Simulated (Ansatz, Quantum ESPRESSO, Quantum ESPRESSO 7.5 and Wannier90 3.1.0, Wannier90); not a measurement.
# Ballistic channels from Wannier functions: straight Pt chain, spacing 2.40 Å

How many channels does the wire offer, and does a small Wannier basis get them right? The wire: straight Pt chain, spacing 2.40 Å.

Main program and level: Quantum ESPRESSO 7.5 and Wannier90 3.1.0; plane-wave DFT, PBE, GBRV ultrasoft pseudopotentials (cross-check by Ansatz 0.2.0 with PAW datasets).

### 1. The starting structure

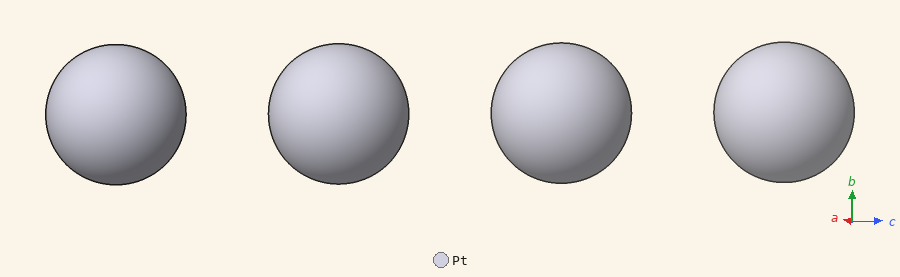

The starting structure, seen from the side, with the c axis across the page (platinum light grey). 1×1×3 cells are drawn. Some periodic images of atoms are drawn too.

The cell holds 1 atom: 1 Pt. Cell: a = 8.000 Å, b = 8.000 Å, c = 2.400 Å, α = 90.0°, β = 90.0°, γ = 90.0°. Vacuum lies along a and b. The structure's axis is c.

Structure file:

```cif
data_structure
_symmetry_space_group_name_H-M 'P 1'
_symmetry_Int_Tables_number 1
_cell_length_a 8.0000
_cell_length_b 8.0000
_cell_length_c 2.4000
_cell_angle_alpha 90.000
_cell_angle_beta 90.000
_cell_angle_gamma 90.000
_cell_volume 153.60
loop_
_atom_site_label
_atom_site_type_symbol
_atom_site_fract_x
_atom_site_fract_y
_atom_site_fract_z
_atom_site_occupancy
Pt1 Pt 0.00000 0.00000 0.00000 1
```

### 2. Ground state

scf.in reads:

```
&control
  prefix = 'scf'
  outdir = './out'
  pseudo_dir = './pseudo'
  calculation = 'scf'
  tprnfor = .true.
/
&system
  ibrav = 0
  nat = 1
  ntyp = 1
  ecutwfc = 34
  ecutrho = 170
  occupations = 'smearing'
  smearing = 'mv'
  degauss = 0.005
/
&electrons
  conv_thr = 1e-07
  mixing_beta = 0.4
  electron_maxstep = 120
  mixing_mode = 'local-TF'
/
ATOMIC_SPECIES
  Pt  195.0840  pt_pbe_v1.4.uspp.F.UPF
CELL_PARAMETERS angstrom
  8.00000000000000 0.00000000000000 0.00000000000000
  0.00000000000000 8.00000000000000 0.00000000000000
  0.00000000000000 0.00000000000000 2.40000000000000
ATOMIC_POSITIONS crystal
  Pt  0.000000000000 0.000000000000 0.000000000000
K_POINTS automatic
  1 1 32 0 0 0
```

Launch:

```bash
> OMP_NUM_THREADS=1 mpirun -n 4 pw.x -nk 2 -in scf.in > scf.out
```

The log of the run:

```text
Program PWSCF v.7.5 starts
[citation notice left out]

     Parallel version (MPI & OpenMP), running on       4 processor cores
     Number of MPI processes:                 4
     Threads/MPI process:                     1

     MPI processes distributed on     1 nodes
[...]
Current dimensions of program PWSCF are:
     Max number of different atomic species (ntypx) = 10
     Max number of k-points (npk) =  40000
     Max angular momentum in pseudopotentials (lmaxx) =  4
     Message from routine setup:
     using ibrav=0 with symmetry is DISCOURAGED, use correct ibrav instead

     K-points division:     npool     =       2
     R & G space division:  proc/nbgrp/npool/nimage =       2
     Subspace diagonalization in iterative solution of the eigenvalue problem:
     a serial algorithm will be used

     Parallelization info
     --------------------
     sticks:   dense  smooth     PW     G-vecs:    dense   smooth      PW
     Min        1546    1234    388                19439    13890    2456
     Max        1547    1235    389                19440    13891    2457
     Sum        3093    2469    777                38879    27781    4913

     Using Slab Decomposition

     bravais-lattice index     =            0
     lattice parameter (alat)  =      15.1178  a.u.
     unit-cell volume          =    1036.5442 (a.u.)^3
     number of atoms/cell      =            1
     number of atomic types    =            1
     number of electrons       =        16.00
     number of Kohn-Sham states=           12
     kinetic-energy cutoff     =      34.0000  Ry
     charge density cutoff     =     170.0000  Ry
     scf convergence threshold =      1.0E-07
     mixing beta               =       0.4000
     number of iterations used =            8  local-TF  mixing
     Exchange-correlation=  SLA  PW   PBX  PBC
                           (   1   4   3   4   0   0   0)

     celldm(1)=  15.117809  celldm(2)=   0.000000  celldm(3)=   0.000000
     celldm(4)=   0.000000  celldm(5)=   0.000000  celldm(6)=   0.000000

     crystal axes: (cart. coord. in units of alat)
               a(1) = (   1.000000   0.000000   0.000000 )
               a(2) = (   0.000000   1.000000   0.000000 )
               a(3) = (   0.000000   0.000000   0.300000 )

     reciprocal axes: (cart. coord. in units 2 pi/alat)
               b(1) = (  1.000000  0.000000  0.000000 )
               b(2) = (  0.000000  1.000000  0.000000 )
               b(3) = (  0.000000  0.000000  3.333333 )

     PseudoPot. # 1 for Pt read from file:
     ./pseudo/pt_pbe_v1.4.uspp.F.UPF
     Pseudo is Ultrasoft + core correction, Zval = 16.0
     Generated by new atomic code, or converted to UPF format
     Using radial grid of  985 points,  6 beta functions with:
                l(1) =   0
                l(2) =   0
                l(3) =   1
                l(4) =   1
                l(5) =   2
                l(6) =   2
     Q(r) pseudized with  8 coefficients,  rinner =    1.300   1.300   1.300
                                                       1.300   1.300

     atomic species   valence    mass     pseudopotential
     Pt               16.00   195.08400     Pt( 1.00)

     16 Sym. Ops., with inversion, found

   Cartesian axes

     site n.     atom                  positions (alat units)
         1        Pt     tau(   1) = (   0.0000000   0.0000000   0.0000000  )

     number of k points=    17  Marzari-Vanderbilt smearing, width (Ry)=  0.0050
                       cart. coord. in units 2pi/alat
        k(    1) = (   0.0000000   0.0000000   0.0000000), wk =   0.0625000
        k(    2) = (   0.0000000   0.0000000   0.1041667), wk =   0.1250000
        k(    3) = (   0.0000000   0.0000000   0.2083333), wk =   0.1250000
        k(    4) = (   0.0000000   0.0000000   0.3125000), wk =   0.1250000
        k(    5) = (   0.0000000   0.0000000   0.4166667), wk =   0.1250000
        k(    6) = (   0.0000000   0.0000000   0.5208333), wk =   0.1250000
        k(    7) = (   0.0000000   0.0000000   0.6250000), wk =   0.1250000
        k(    8) = (   0.0000000   0.0000000   0.7291667), wk =   0.1250000
        k(    9) = (   0.0000000   0.0000000   0.8333333), wk =   0.1250000
        k(   10) = (   0.0000000   0.0000000   0.9375000), wk =   0.1250000
[...]
k(   17) = (   0.0000000   0.0000000  -1.6666667), wk =   0.0625000

     Dense  grid:    38879 G-vectors     FFT dimensions: (  64,  64,  20)

     Smooth grid:    27781 G-vectors     FFT dimensions: (  60,  60,  18)

     Estimated max dynamical RAM per process >      43.44 MB

     Estimated total dynamical RAM >     164.27 MB

     Initial potential from superposition of free atoms

     starting charge      15.5000, renormalised to      16.0000

     negative rho (up, down):  2.003E-01 0.000E+00
     Starting wfcs are   12 randomized atomic wfcs

     total cpu time spent up to now is        0.9 secs

     per-process dynamical memory:    19.3 Mb

     Self-consistent Calculation

     iteration #  1     ecut=    34.00 Ry     beta= 0.40
     Davidson diagonalization with overlap
     ethr =  1.00E-02,  avg # of iterations =  5.6

     negative rho (up, down):  2.313E-01 0.000E+00

     total cpu time spent up to now is        1.3 secs

     total energy              =    -210.51823494 Ry
     estimated scf accuracy    <       2.27115078 Ry

     iteration #  2     ecut=    34.00 Ry     beta= 0.40
[...]
negative rho (up, down):  2.511E-01 0.000E+00

[...]
total energy              =    -210.43719763 Ry
     estimated scf accuracy    <       0.52834043 Ry

     iteration #  3     ecut=    34.00 Ry     beta= 0.40
[...]
negative rho (up, down):  2.498E-01 0.000E+00

[...]
total energy              =    -210.50569689 Ry
     estimated scf accuracy    <       0.02187392 Ry

     iteration #  4     ecut=    34.00 Ry     beta= 0.40
[...]
negative rho (up, down):  2.311E-01 0.000E+00

[...]
total energy              =    -210.49954487 Ry
     estimated scf accuracy    <       0.01009650 Ry

     iteration #  5     ecut=    34.00 Ry     beta= 0.40
[...]
negative rho (up, down):  2.043E-01 0.000E+00

[...]
total energy              =    -210.49966122 Ry
     estimated scf accuracy    <       0.00140997 Ry

     iteration #  6     ecut=    34.00 Ry     beta= 0.40
[...]
negative rho (up, down):  1.865E-01 0.000E+00

[...]
total energy              =    -210.49887501 Ry
     estimated scf accuracy    <       0.00074000 Ry

     iteration #  7     ecut=    34.00 Ry     beta= 0.40
[...]
negative rho (up, down):  1.813E-01 0.000E+00

[...]
total energy              =    -210.49882223 Ry
     estimated scf accuracy    <       0.00009088 Ry

     iteration #  8     ecut=    34.00 Ry     beta= 0.40
[...]
negative rho (up, down):  1.808E-01 0.000E+00

[...]
total energy              =    -210.49882597 Ry
     estimated scf accuracy    <       0.00001533 Ry

     iteration #  9     ecut=    34.00 Ry     beta= 0.40
[...]
negative rho (up, down):  1.805E-01 0.000E+00

[...]
total energy              =    -210.49882534 Ry
     estimated scf accuracy    <       0.00000080 Ry

     iteration # 10     ecut=    34.00 Ry     beta= 0.40
[...]
negative rho (up, down):  1.805E-01 0.000E+00

[...]
total energy              =    -210.49882559 Ry
     estimated scf accuracy    <       0.00000017 Ry

     iteration # 11     ecut=    34.00 Ry     beta= 0.40
[...]
negative rho (up, down):  1.805E-01 0.000E+00

[...]
End of self-consistent calculation

          k = 0.0000 0.0000 0.0000 (  3469 PWs)   bands (ev):

   -55.1924 -54.7623 -54.7623  -9.9251  -5.0071  -4.8622  -4.8600  -2.6640
    -2.6640   0.2359   0.2359   2.2042

          k = 0.0000 0.0000 0.1042 (  3485 PWs)   bands (ev):

   -55.2033 -54.7612 -54.7612  -9.8611  -4.9895  -4.8534  -4.8512  -2.7571
    -2.7571   0.3133   0.3133   2.2288

          k = 0.0000 0.0000 0.2083 (  3477 PWs)   bands (ev):

   -55.2356 -54.7579 -54.7579  -9.6698  -4.9370  -4.8272  -4.8250  -3.0091
    -3.0091   0.5212   0.5212   2.3027

          k = 0.0000 0.0000 0.3125 (  3489 PWs)   bands (ev):

   -55.2878 -54.7526 -54.7526  -9.3542  -4.8498  -4.7843  -4.7822  -3.3659
    -3.3659   0.8141   0.8141   2.4258

          k = 0.0000 0.0000 0.4167 (  3473 PWs)   bands (ev):

   -55.3576 -54.7454 -54.7454  -8.9192  -4.7287  -4.7259  -4.7240  -3.7809
    -3.7809   1.1576   1.1576   2.5982

          k = 0.0000 0.0000 0.5208 (  3469 PWs)   bands (ev):

   -55.4420 -54.7367 -54.7367  -8.3718  -4.6540  -4.6522  -4.5742  -4.2220
    -4.2220   1.5347   1.5347   2.8199

[...]
the Fermi energy is    -3.4027 ev

!    total energy              =    -210.49882558 Ry
     estimated scf accuracy    <       0.00000002 Ry
     smearing contrib. (-TS)   =      -0.00015265 Ry
     internal energy E=F+TS    =    -210.49867293 Ry

     The total energy is F=E-TS. E is the sum of the following terms:
     one-electron contribution =    -257.44291326 Ry
     hartree contribution      =     128.73369429 Ry
     xc contribution           =     -56.67211988 Ry
     ewald contribution        =     -25.11733408 Ry

     convergence has been achieved in  11 iterations

     negative rho (up, down):  1.805E-01 0.000E+00

     Forces acting on atoms (cartesian axes, Ry/au):

     atom    1 type  1   force =     0.00000000    0.00000000    0.00000000

     Total force =     0.000000     Total SCF correction =     0.000000

[...]
=------------------------------------------------------------------------------=
   JOB DONE.
=------------------------------------------------------------------------------=
```

It took 5.3 s on 4 MPI ranks of Intel Xeon at 2.60GHz (Ice Lake), shared host; peak memory 0.35 GiB; 20 s of CPU time.

Read from the output:

| Property | Result |
| --- | --- |
| free energy | -2863.9824 eV |
| Fermi energy | -3.403 eV |

The program's own clock; routines nest. Time by routine:

```tsv
routine	wall time (s)	calls
PWSCF	4.61	1
electrons	3.66	1
c_bands	1.91	11
cegterg	1.73	99
fftw	1.5	7300
h_psi	1.49	419
vloc_psi	1.41	419
init_run	0.79	1
mix_rho	0.77	11
ffts	0.67	1183
sum_band	0.6	11
potinit	0.3	1
hinit0	0.29	1
interpolate	0.28	12
```

The run needed 11 iterations to bring the estimated error under 1e-07 Ry.

### 3. Full uniform mesh without symmetry

Wannier90 needs the states on a whole uniform mesh, listed point by point, without symmetry.

nscf.in reads:

```
&control
  prefix = 'nscf'
  outdir = './out'
  pseudo_dir = './pseudo'
  calculation = 'nscf'
/
&system
  ibrav = 0
  nat = 1
  ntyp = 1
  ecutwfc = 34
  ecutrho = 170
  occupations = 'smearing'
  smearing = 'mv'
  degauss = 0.005
  nosym = .true.
  noinv = .true.
  nbnd = 37
/
&electrons
  conv_thr = 1e-08
  mixing_beta = 0.4
  electron_maxstep = 120
  mixing_mode = 'local-TF'
  diago_full_acc = .true.
/
ATOMIC_SPECIES
  Pt  195.0840  pt_pbe_v1.4.uspp.F.UPF
CELL_PARAMETERS angstrom
  8.00000000000000 0.00000000000000 0.00000000000000
  0.00000000000000 8.00000000000000 0.00000000000000
  0.00000000000000 0.00000000000000 2.40000000000000
ATOMIC_POSITIONS crystal
  Pt  0.000000000000 0.000000000000 0.000000000000
K_POINTS crystal
16
  0.0000000000 0.0000000000 0.0000000000 0.0625
  0.0000000000 0.0000000000 0.0625000000 0.0625
  0.0000000000 0.0000000000 0.1250000000 0.0625
  0.0000000000 0.0000000000 0.1875000000 0.0625
  0.0000000000 0.0000000000 0.2500000000 0.0625
  0.0000000000 0.0000000000 0.3125000000 0.0625
  0.0000000000 0.0000000000 0.3750000000 0.0625
  0.0000000000 0.0000000000 0.4375000000 0.0625
  0.0000000000 0.0000000000 0.5000000000 0.0625
  0.0000000000 0.0000000000 0.5625000000 0.0625
  0.0000000000 0.0000000000 0.6250000000 0.0625
  0.0000000000 0.0000000000 0.6875000000 0.0625
  0.0000000000 0.0000000000 0.7500000000 0.0625
  0.0000000000 0.0000000000 0.8125000000 0.0625
  0.0000000000 0.0000000000 0.8750000000 0.0625
  0.0000000000 0.0000000000 0.9375000000 0.0625
```

Launch:

```bash
> cp -r out/scf.save out/nscf.save
> cp out/scf.xml out/nscf.xml
> OMP_NUM_THREADS=1 mpirun -n 4 pw.x -nk 1 -in nscf.in > nscf.out
```

The log of the run:

```text
[banner, memory and clock lines left out]
Program PWSCF v.7.5 starts
[citation notice left out]

[...]
bravais-lattice index     =            0
     lattice parameter (alat)  =      15.1178  a.u.
     unit-cell volume          =    1036.5442 (a.u.)^3
     number of atoms/cell      =            1
     number of atomic types    =            1
     number of electrons       =        16.00
     number of Kohn-Sham states=           37
     kinetic-energy cutoff     =      34.0000  Ry
     charge density cutoff     =     170.0000  Ry
     Exchange-correlation=  SLA  PW   PBX  PBC
                           (   1   4   3   4   0   0   0)

[...]
PseudoPot. # 1 for Pt read from file:
     ./pseudo/pt_pbe_v1.4.uspp.F.UPF
     Pseudo is Ultrasoft + core correction, Zval = 16.0
     Generated by new atomic code, or converted to UPF format
     Using radial grid of  985 points,  6 beta functions with:
                l(1) =   0
                l(2) =   0
                l(3) =   1
                l(4) =   1
                l(5) =   2
                l(6) =   2
     Q(r) pseudized with  8 coefficients,  rinner =    1.300   1.300   1.300
                                                       1.300   1.300

     atomic species   valence    mass     pseudopotential
     Pt               16.00   195.08400     Pt( 1.00)

     No symmetry found

[...]
number of k points=    16  Marzari-Vanderbilt smearing, width (Ry)=  0.0050
[...]
Dense  grid:    38879 G-vectors     FFT dimensions: (  64,  64,  20)

     Smooth grid:    27781 G-vectors     FFT dimensions: (  60,  60,  18)

     The potential is recalculated from file :
     ./out/nscf.save/charge-density

     negative rho (up, down):  1.805E-01 0.000E+00
     Starting wfcs are   12 randomized atomic wfcs +   25 random wfcs

     Band Structure Calculation
     Davidson diagonalization with overlap

     ethr =  6.25E-11,  avg # of iterations = 52.5

     End of band structure calculation

          k = 0.0000 0.0000 0.0000 (  3469 PWs)   bands (ev):

   -55.1914 -54.7613 -54.7613  -9.9251  -5.0073  -4.8620  -4.8598  -2.6636
    -2.6636   0.2354   0.2354   2.2016   3.4721   5.0159   5.0159   5.3576
     5.5892   8.2763   8.2763   9.6326   9.9877  11.1705  11.1705  12.3807
    12.4209  12.4668  12.5687  12.5687  13.0070  17.9221  17.9221  18.8754
    18.8754  19.3374  19.6753  21.6125  21.7770

          k = 0.0000 0.0000 0.2083 (  3477 PWs)   bands (ev):

   -55.2346 -54.7569 -54.7569  -9.6698  -4.9372  -4.8269  -4.8248  -3.0087
    -3.0087   0.5208   0.5208   2.3001   3.5695   5.1377   5.1377   5.4492
     5.6884   8.4285   8.4285   9.7238  10.0669  11.2901  11.2901  12.4562
    12.5229  12.5595  12.6754  12.6754  13.1021  18.0887  18.0887  18.9959
    18.9959  19.4131  19.7368  20.0713  21.7968

[...]
the Fermi energy is    -3.4279 ev
     (compare with:    -3.4027 eV, computed in scf)

[...]
```

Wall time 8.7 s (4 MPI ranks); peak memory 0.22 GiB.

Numbers from this step:

- Fermi energy: -3.428 eV

The program's own clock; routines nest. Time by routine:

```tsv
routine	wall time (s)	calls
PWSCF	7.99	1
electrons	7.28	1
c_bands	7.28	1
cegterg	7.06	49
h_psi	4.29	905
vloc_psi	4.1	905
fftw	3.77	31528
cdiaghg	1.23	856
init_run	0.58	1
potinit	0.28	1
ffts	0.27	1
interpolate	0.27	1
hinit0	0.25	1
fft	0.22	13
```

### 4. Neighbour list from wannier90 -pp, with dis_win_max − E_F = 9.0

A first try, with customary settings: the .win file sets projections and windows, and states in the frozen window are kept exactly.

wan_try.win reads:

```
num_wann = 9
num_bands = 37
num_iter = 200
num_print_cycles = 20
conv_tol = 1e-8
conv_window = 5
guiding_centres = true
dis_num_iter = 1500
dis_conv_tol = 1e-8
dis_win_min = -14.4027
dis_win_max = 5.5973
dis_froz_max = -1.9027
search_shells = 120
fermi_energy = -3.4027

transport = true
transport_mode = bulk
one_dim_axis = z
dist_cutoff = 19.1
dist_cutoff_mode = one_dim
tran_win_min = -4.0
tran_win_max = 2.0
tran_energy_step = 0.02

bands_plot = true
bands_num_points = 96
begin kpoint_path
G 0.0 0.0 0.0 Z 0.0 0.0 0.5
end kpoint_path

begin projections
Pt:s;p;d
end projections

begin unit_cell_cart
ang
  8.0000000000 0.0000000000 0.0000000000
  0.0000000000 8.0000000000 0.0000000000
  0.0000000000 0.0000000000 2.4000000000
end unit_cell_cart

begin atoms_frac
  Pt 0.0000000000 0.0000000000 0.0000000000
end atoms_frac

mp_grid = 1 1 16
begin kpoints
  0.0 0.0 0.0000000000
  0.0 0.0 0.0625000000
  0.0 0.0 0.1250000000
  0.0 0.0 0.1875000000
  0.0 0.0 0.2500000000
  0.0 0.0 0.3125000000
  0.0 0.0 0.3750000000
  0.0 0.0 0.4375000000
  0.0 0.0 0.5000000000
  0.0 0.0 0.5625000000
  0.0 0.0 0.6250000000
  0.0 0.0 0.6875000000
  0.0 0.0 0.7500000000
  0.0 0.0 0.8125000000
  0.0 0.0 0.8750000000
  0.0 0.0 0.9375000000
end kpoints
```

Launch:

```bash
> OMP_NUM_THREADS=1 wannier90.x -pp wan_try > wan_try.pp.log
```

It took 0.61 s on 1 MPI rank; peak memory 0.09 GiB.

### 5. Overlaps and projections

The follow-up step for that run.

wan_try.p2w.in reads:

```
&inputpp
  prefix = 'nscf'
  outdir = './out'
  seedname = 'wan_try'
  write_mmn = .true.
  write_amn = .true.
  write_unk = .false.
/
```

Launch:

```bash
> OMP_NUM_THREADS=1 mpirun -n 4 pw2wannier90.x -in wan_try.p2w.in > wan_try.p2w.out
```

Elapsed: 3.2 s, on 4 MPI ranks; peak memory 0.21 GiB.

(Continued in part 2 of 6.)

[Logs are printed without paths, hosts, clocks, repeated set-up lines and the standing remarks that a program may print on its own settings, such as how far it seeks lower states.]

[Hosts, paths, dates, database ids (printed as entryN), source tags and the programs' standing remarks are cut or masked in the printed files.]

[Maps of the electrostatic potential energy from Ansatz leave out the sawtooth potential of an applied field or a dipole correction, so their vacuum need not be flat; planar profiles and work functions include it.]
